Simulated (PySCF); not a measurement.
Consider C₇H₉ (SMILES C=C(C)C[c+]1cc1) (charge +1).

Input

```
{"job": {"kind": "nmr", "xc": "PBE0", "basis": "pcSseg-1"}, "charge": 1, "multiplicity": 1}
C     -1.410752     1.172390     0.403071
C     -0.889664    -0.046000     0.397018
C     -1.341462    -1.173296    -0.462602
C      0.266172    -0.391250     1.374902
C      1.313830     0.107979     0.548998
C      2.117505     1.162866     0.090822
C      2.157394    -0.022667    -0.565724
H     -2.266940     1.411190    -0.204207
H     -1.046087     1.962345     1.037183
H     -0.511253    -1.614700    -1.011353
H     -2.087606    -0.834607    -1.175747
H     -1.786013    -1.956836     0.150611
H      0.306490    -1.467787     1.532430
H      0.160409     0.147119     2.315186
H      2.458177     2.169850     0.184360
H      2.552201    -0.617653    -1.358874
```

Launched as:

```sh
OMP_NUM_THREADS=1 python probes_run.py task.json out
```

Geometry: GFN2-xTB.

Theory: PySCF 2.14.0, PBE0/pcSseg-1, SCF density, gas phase, non-relativistic.

Question: What will maps of the electron density and electron localisation function show?

Answer: C–C (1.33 Å): ρ is about 2.3 e/Å³ halfway; the ELF peaks at about 0.95 between the atoms: a short, multiple covalent bond.
C–H (1.08 Å): ρ at the midpoint is about 2 e/Å³; the ELF climbs to about 1 towards the hydrogen, as it does in any bond to H (an ordinary covalent bond to hydrogen).
C–C (1.49 Å): ρ at the midpoint is about 1.7 e/Å³; the ELF peaks at about 0.95 between the atoms (a covalent bond).

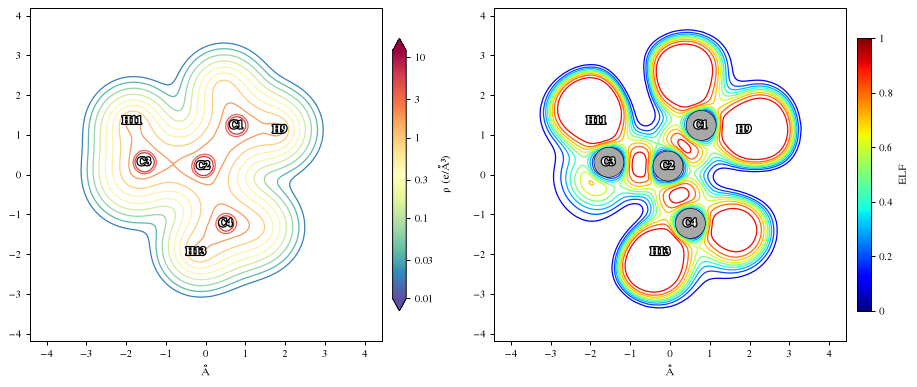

Computed electron density and electron localisation function on the plane of atoms C2, C3 and H11, in this order. Grey discs cover the atomic cores in the ELF map. 
